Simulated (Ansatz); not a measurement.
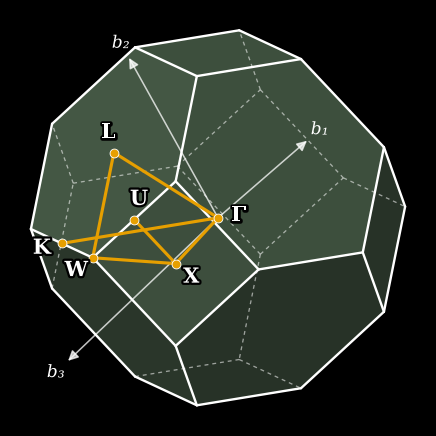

Crystal: CaO, coordinates from a relaxation (final pressure about 20 GPa) with Ansatz, DFT LDA, scalar-relativistic, plane waves, PAW. The figure shows the first Brillouin zone with its special points and a band path. All values are computed from the atomic coordinates in the standard setting (tolerance 0.002 Å).

Labels and path follow the convention of Hinuma et al. (2017), as computed by seekpath; the arrows show the directions of the reciprocal primitive vectors b₁, b₂, b₃.

> Which Bravais lattice has this zone?

A face-centred cubic lattice (cF; extended symbol cF2). The zone is a truncated octahedron in its combinatorial type: 14 faces (6 with 4 edges, 8 with 6 edges), 36 edges, 24 vertices.

> Write the standard path through the labelled points.

Γ–X–U | K–Γ–L–W–X
